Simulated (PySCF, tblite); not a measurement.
# C₅H₂FNO: dynamics, then NMR shifts on frames, part 1 of 2

How do NMR shifts of C₅H₂FNO (`N#Cc1coc(F)c1`) change as the atoms move?

The runs use tblite 0.8.0 and PySCF 2.14.0, with density-fitted response routines of our own; the level of theory stands in each step. All values are computed, except where a source is named. Atoms count from 0, in the outputs and in this text.

### Step 1. Starting geometry

10 atoms, charge 0, multiplicity 1; geometry from: GFN2-xTB.

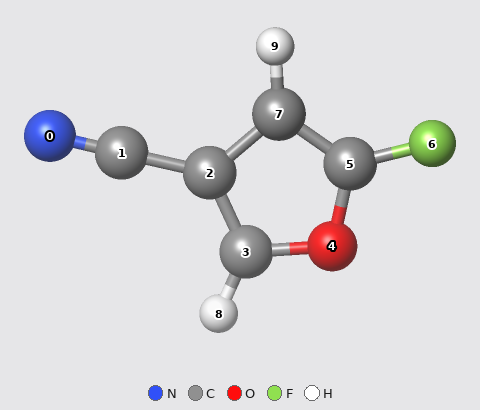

As it starts; nitrogen blue, carbon grey, oxygen red, fluorine green, hydrogen white, atoms numbered.

### Step 2. Thermal motion with GFN2-xTB

Job settings and geometry (Å):

```
{"job": {"kind": "md", "xc": "GFN2-xTB", "basis": "xTB", "temperature": 600, "steps": 2000, "every": 50, "frames": 5}, "charge": 0, "multiplicity": 1}
N      3.133387    -0.603861     0.133710
C      2.021048    -0.337595     0.076798
C      0.652338    -0.022818     0.008078
C      0.098584     1.208109    -0.227792
O     -1.241156     1.126626    -0.223699
C     -1.539760    -0.155417     0.014762
F     -2.823801    -0.463899     0.061432
C     -0.440504    -0.931938     0.170035
H      0.542636     2.167021    -0.404096
H     -0.393891    -1.981574     0.368244
```

Method: GFN2-xTB Langevin dynamics, gas phase.

Command:

```sh
$ OMP_NUM_THREADS=1 python probes_run.py task.json out
```

This one command runs all jobs of the session in turn.

Standard output:

```text
t/fs     T/K      E/eV
    0.0   508.5   -636.37868
   25.0   342.1   -636.16302
   50.0   412.9   -636.10811
   75.0   518.7   -635.84279
  100.0   289.5   -635.71700
  125.0   238.8   -635.93091
  150.0   250.6   -635.98446
  175.0   226.4   -635.83781
  200.0   368.3   -636.13727
  225.0   394.9   -635.80860
  250.0   471.1   -635.91370
  275.0   385.8   -635.83441
  300.0   676.3   -636.06957
  325.0   569.5   -635.90503
  350.0   409.1   -635.70189
  375.0   592.1   -635.93376
  400.0   453.5   -635.90664
  425.0   666.8   -635.91173
  450.0   527.7   -635.50964
  475.0   648.6   -635.56983
  500.0   824.0   -635.94034
  525.0   717.9   -635.70267
  550.0   900.1   -635.86204
  575.0   498.3   -635.51930
  600.0   689.4   -635.79883
  625.0   783.9   -635.68794
  650.0   913.2   -635.71912
  675.0   569.3   -635.54570
  700.0   667.1   -635.75350
  725.0   653.3   -635.80399
  750.0   517.4   -635.85884
  775.0   738.1   -636.00916
  800.0   567.2   -635.88500
  825.0   711.9   -635.68679
  850.0   797.6   -635.82434
  875.0   603.0   -635.90934
  900.0   483.7   -635.71648
  925.0   692.2   -635.90875
  950.0   683.6   -635.83108
  975.0   536.1   -635.64812
 1000.0   449.4   -635.47633
```

Run time: 7.8 s. Hardware: 1 thread of Intel Xeon Platinum 8488C, shared host; peak memory 0.18 GiB.

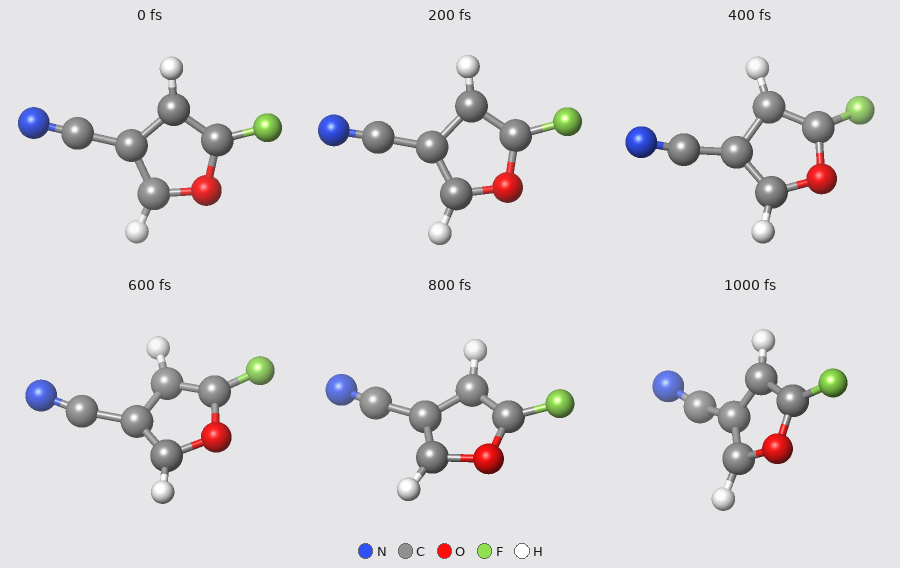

Frames of the run.

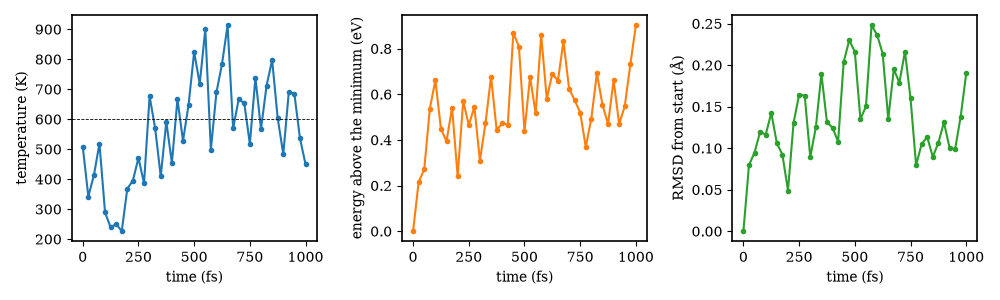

Temperature, potential energy and distance from the start.

Positions (Å) and forces (eV/Å) at 1000 fs:

```xyz
10

N     1.087   -0.562   -1.578   -1.411    1.195    0.429
C     0.246   -0.029   -0.980    1.999   -1.123   -0.285
C    -0.680    0.240    0.049    3.862    4.269   -1.571
C    -0.843    1.308    0.893   -0.527    2.334    0.263
O    -1.881    1.063    1.752    1.230    0.800   -0.763
C    -2.259   -0.159    1.494    0.376   -1.676   -0.501
F    -3.328   -0.603    2.182    0.908   -0.022   -0.473
C    -1.404   -0.727    0.523   -5.730   -4.849    2.333
H    -0.445    2.334    0.866   -0.310   -0.867    0.111
H    -1.435   -1.698    0.050   -0.398   -0.062    0.458
```

### Step 3. NMR shieldings: 250 fs, PBE0/pcSseg-1

Job settings and geometry (Å):

```
{"job": {"kind": "nmr", "xc": "PBE0", "basis": "pcSseg-1", "pop": false}, "charge": 0, "multiplicity": 1}
N      3.107100    -0.106500     0.154400
C      1.989200    -0.274700     0.206100
C      0.604500    -0.151000    -0.039900
C      0.070100     1.077900    -0.000700
O     -1.317300     0.923400    -0.123800
C     -1.548900    -0.331600    -0.230100
F     -2.808500    -0.711000    -0.381400
C     -0.452400    -1.149800    -0.141600
H      0.513500     2.003900    -0.003700
H     -0.402100    -2.184900    -0.028100
```

With the program's defaults for keys left out, this is: GIAO PBE0/pcSseg-1 NMR shielding, non-relativistic, gas phase.

Standard output:

```text
coarse grid: 9904 points
cycle   1  E = -420.8172565377  dE =  1.828e+00  |g| = 6.855e-01  |ddm| = 3.309e+00
cycle   2  E = -420.6401680755  dE =  1.771e-01  |g| = 1.160e+00  |ddm| = 1.367e+00
cycle   3  E = -420.9031293675  dE = -2.630e-01  |g| = 2.171e-01  |ddm| = 9.610e-01
cycle   4  E = -420.9118054805  dE = -8.676e-03  |g| = 7.739e-02  |ddm| = 1.848e-01
cycle   5  E = -420.9130523637  dE = -1.247e-03  |g| = 1.428e-02  |ddm| = 6.719e-02
cycle   6  E = -420.9130867380  dE = -3.437e-05  |g| = 8.030e-03  |ddm| = 1.805e-02
cycle   7  E = -420.9130989902  dE = -1.225e-05  |g| = 1.444e-03  |ddm| = 7.067e-03
cycle   8  E = -420.9130994220  dE = -4.318e-07  |g| = 3.293e-04  |ddm| = 1.437e-03
final grid: 100592 points
cycle   9  E = -420.9762003717  dE = -2.332e-05  |g| = 9.919e-03  |ddm| = 2.993e-02
cycle  10  E = -420.9761717293  dE =  2.864e-05  |g| = 1.604e-02  |ddm| = 1.788e-02
cycle  11  E = -420.9762177287  dE = -4.600e-05  |g| = 1.707e-03  |ddm| = 1.194e-02
cycle  12  E = -420.9762183536  dE = -6.249e-07  |g| = 4.936e-04  |ddm| = 1.739e-03
cycle  13  E = -420.9762183975  dE = -4.387e-08  |g| = 1.960e-04  |ddm| = 4.484e-04
cycle  14  E = -420.9762184042  dE = -6.757e-09  |g| = 9.161e-05  |ddm| = 1.933e-04
cycle  15  E = -420.9762184060  dE = -1.753e-09  |g| = 1.403e-05  |ddm| = 7.707e-05
cycle  16  E = -420.9762184060  dE = -3.877e-11  |g| = 6.472e-06  |ddm| = 1.669e-05
converged SCF energy = -420.9762184060

GIAO shielding tensors (ppm)
atom      isotropic    diamagn.    paramagn.     s11        s22        s33       span
  0 N      -59.152     340.267    -399.420   -235.460   -185.719    243.722    479.182
  1 C       70.045     258.987    -188.942    -45.294    -38.551    293.979    339.273
  2 C       74.368     258.537    -184.168     -9.419     76.829    155.695    165.114
  3 C       38.937     251.060    -212.124    -46.107     63.328     99.590    145.697
  4 O       50.002     397.191    -347.188    -85.602     17.849    217.760    303.362
  5 C       20.181     251.937    -231.756    -49.631     50.504     59.670    109.301
  6 F      278.546     469.269    -190.723    161.877    319.872    353.890    192.012
  7 C       97.284     250.584    -153.300     46.976     86.956    157.919    110.944
  8 H       24.647      32.084      -7.437     22.454     24.378     27.110      4.656
  9 H       26.282      31.309      -5.027     23.300     27.213     28.333      5.033
```

Run time: 17 s. Hardware: 1 thread of Intel Xeon Platinum 8488C, shared host; peak memory 0.69 GiB.

Shifts follow as δ = σ(reference) − σ, with reference shieldings (ppm) from runs at the same level and on the same kind of geometry: 1H TMS 31.72, 13C TMS 186.9, 19F CFCl3 170.9, 15N NH3 267.7, 17O H2O 336.1. The references are single molecules in the gas phase, so shifts against H2O, NH3, PH3, H3PO4 or CFCl3 are not on the usual liquid scales and can be off by tens of ppm. Each atom is listed at this fixed geometry, with no averaging over motion; a spectrum would average atoms that exchange fast.

| atoms | environment | σ (ppm) | δ (ppm) |
| --- | --- | --- | --- |
| C5 | aromatic carbon bearing fluorine | 20.2 | 166.7 |
| C3 | aromatic CH next to the ring oxygen | 38.9 | 148.0 |
| C1 | nitrile carbon | 70.0 | 116.9 |
| C2 | substituted aromatic carbon | 74.4 | 112.6 |
| C7 | aromatic CH | 97.3 | 89.6 |
| H8 | hydrogen on an aromatic CH next to the ring oxygen | 24.65 | 7.07 |
| H9 | hydrogen on an aromatic CH | 26.28 | 5.43 |
| N0 | nitrile nitrogen | -59.2 | 326.9 |
| O4 | aromatic ring oxygen | 50.0 | 286.1 |
| F6 | aryl fluorine | 278.5 | -107.6 |

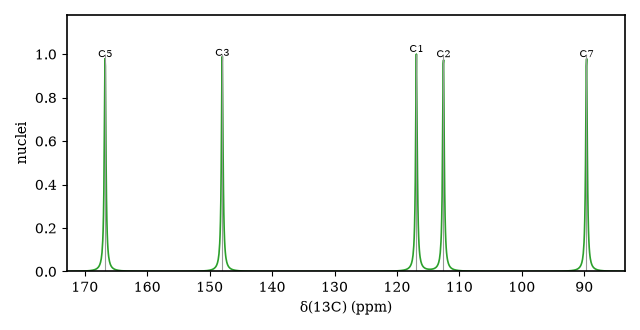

13C lines at the computed shifts, without couplings. Lines are broadened to a width of 0.31 ppm (Lorentzian).

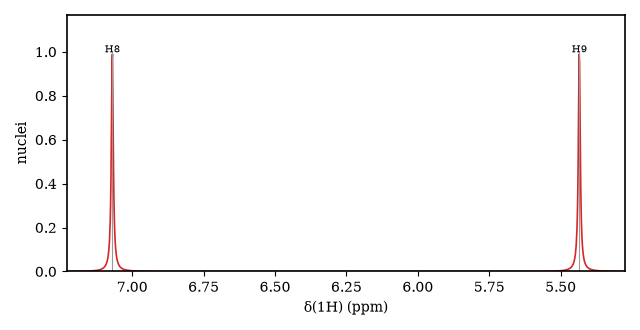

1H lines at the computed shifts, without couplings. Lines are broadened to a width of 0.01 ppm (Lorentzian).

Ring of atoms C2, C3, O4, C5, C7: NICS(0) -12.7, NICS(1) -9.1, NICS(1)zz -21.8 ppm (means of both faces).

The fields below are evaluated on a grid from the run's orbitals.

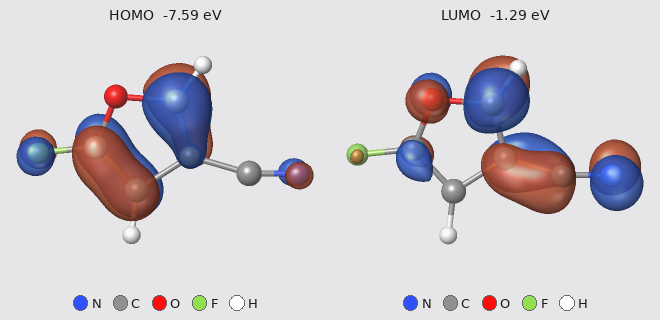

Frontier orbitals at PBE0/pcSseg-1; each surface holds 70 % of the orbital's density, blue and red mark the sign.

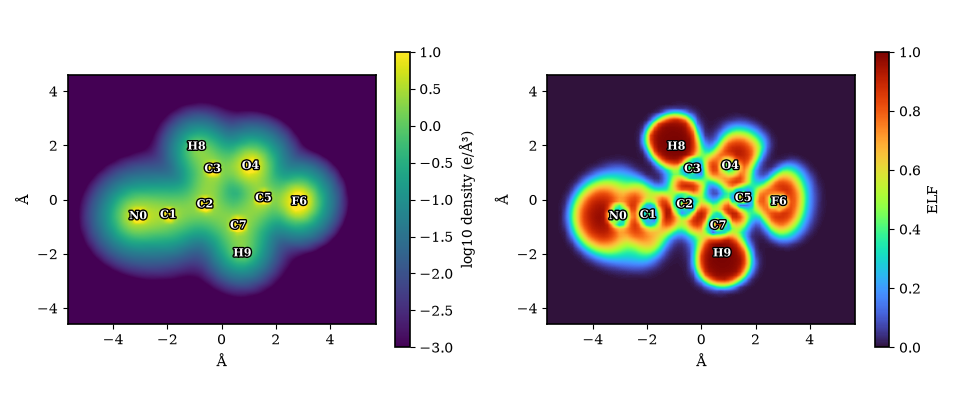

Density (left) and ELF (right) in a plane through or near 10 of the atoms.

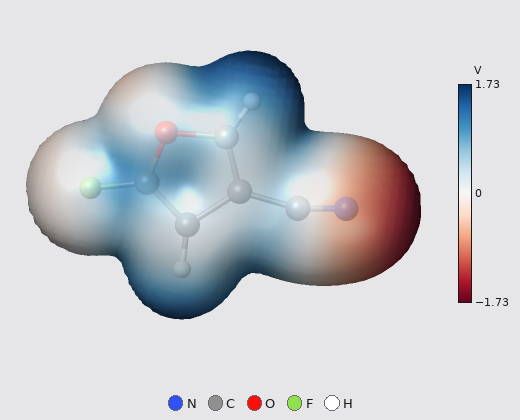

The potential that a unit positive charge feels on the 0.002 e/bohr³ surface, from -1.61 V near N0 to 1.73 V near H8.

### Step 4. NMR shieldings: 425 fs, PBE0/pcSseg-1

Job settings and geometry (Å):

```
{"job": {"kind": "nmr", "xc": "PBE0", "basis": "pcSseg-1", "pop": false}, "charge": 0, "multiplicity": 1}
N      3.037300    -0.409200     0.638900
C      2.002100    -0.372900     0.184800
C      0.566900    -0.264000     0.036300
C     -0.312800     0.748500     0.312300
O     -1.537800     0.407000    -0.049600
C     -1.521600    -0.819800    -0.622200
F     -2.757400    -1.265400    -0.933700
C     -0.240000    -1.335000    -0.564100
H     -0.249100     1.755700     0.571900
H      0.181900    -2.322900    -0.902500
```

With the program's defaults for keys left out, this is: GIAO PBE0/pcSseg-1 NMR shielding, non-relativistic, gas phase.

Standard output:

```text
coarse grid: 9904 points
cycle   1  E = -420.8131346560  dE =  1.630e+00  |g| = 6.979e-01  |ddm| = 3.285e+00
cycle   2  E = -420.6072311249  dE =  2.059e-01  |g| = 1.234e+00  |ddm| = 1.450e+00
cycle   3  E = -420.9048976546  dE = -2.977e-01  |g| = 1.978e-01  |ddm| = 1.026e+00
cycle   4  E = -420.9116877752  dE = -6.790e-03  |g| = 8.419e-02  |ddm| = 1.829e-01
cycle   5  E = -420.9131965683  dE = -1.509e-03  |g| = 1.467e-02  |ddm| = 7.282e-02
cycle   6  E = -420.9132374113  dE = -4.084e-05  |g| = 7.090e-03  |ddm| = 1.630e-02
cycle   7  E = -420.9132470615  dE = -9.650e-06  |g| = 1.346e-03  |ddm| = 5.647e-03
final grid: 100592 points
cycle   8  E = -420.9765697478  dE = -2.474e-05  |g| = 8.566e-03  |ddm| = 2.672e-02
cycle   9  E = -420.9765512587  dE =  1.849e-05  |g| = 1.350e-02  |ddm| = 1.378e-02
cycle  10  E = -420.9765822605  dE = -3.100e-05  |g| = 1.385e-03  |ddm| = 9.103e-03
cycle  11  E = -420.9765826685  dE = -4.081e-07  |g| = 4.466e-04  |ddm| = 1.485e-03
cycle  12  E = -420.9765827082  dE = -3.966e-08  |g| = 1.615e-04  |ddm| = 4.294e-04
cycle  13  E = -420.9765827124  dE = -4.231e-09  |g| = 8.796e-05  |ddm| = 1.721e-04
cycle  14  E = -420.9765827141  dE = -1.662e-09  |g| = 9.714e-06  |ddm| = 7.279e-05
cycle  15  E = -420.9765827141  dE = -1.774e-11  |g| = 3.180e-06  |ddm| = 9.522e-06
converged SCF energy = -420.9765827141

GIAO shielding tensors (ppm)
atom      isotropic    diamagn.    paramagn.     s11        s22        s33       span
  0 N      -61.971     340.167    -402.138   -237.056   -195.933    247.075    484.130
  1 C       71.546     258.932    -187.387    -42.199    -35.922    292.759    334.958
  2 C       77.095     257.716    -180.621      4.686     79.063    147.537    142.852
  3 C       45.988     248.625    -202.636    -34.999     51.895    121.069    156.068
  4 O       28.236     397.091    -368.855   -111.804     -3.945    200.457    312.261
  5 C       14.316     252.642    -238.326    -45.866     35.167     53.646     99.512
  6 F      276.708     469.012    -192.304    185.357    311.599    333.169    147.812
  7 C       83.914     252.448    -168.534     38.527     59.656    153.558    115.030
  8 H       25.017      31.289      -6.272     21.552     26.163     27.336      5.784
  9 H       24.572      27.980      -3.408     21.314     25.346     27.056      5.743
```

It took 13 s on 1 thread of Intel Xeon Platinum 8488C, shared host; peak memory 0.71 GiB.

In short: δ C5 172.6, C3 140.9, C1 115.4, C2 109.8, H9 7.14, H8 6.70 ppm.

(Continued in part 2 of 2.)
